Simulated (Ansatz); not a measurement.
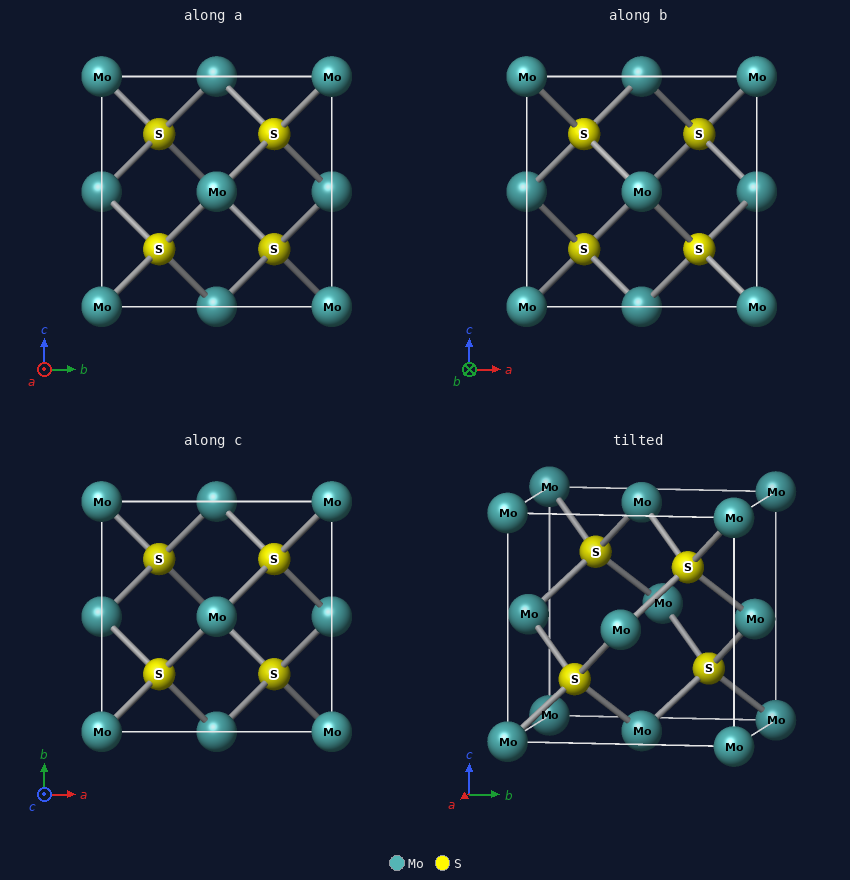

Figure: ball-and-stick view along the a axis, along the b axis, along the c axis and slightly off an axis. The parallelepiped is the conventional unit cell.

Lattice parameters: a = 5.961 Å, b = 5.961 Å, c = 5.961 Å, α = 90.00°, β = 90.00°, γ = 90.00°.

Q: Convert the drawing into a table of Wyckoff sites.

A: Space group F-43m (No. 216).
| atom | site | x | y | z |
| --- | --- | --- | --- | --- |
| Mo | 4a | 0.0000 | 0.0000 | 0.0000 |
| S | 4d | 0.2500 | 0.2500 | 0.7500 |

Its origin is a structure type filled with these elements by a generator (whether the compound takes this form wasn't checked). The geometry comes from a coarse first relaxation with DFT PBE+U, scalar-relativistic, plane waves, PAW (Ansatz).
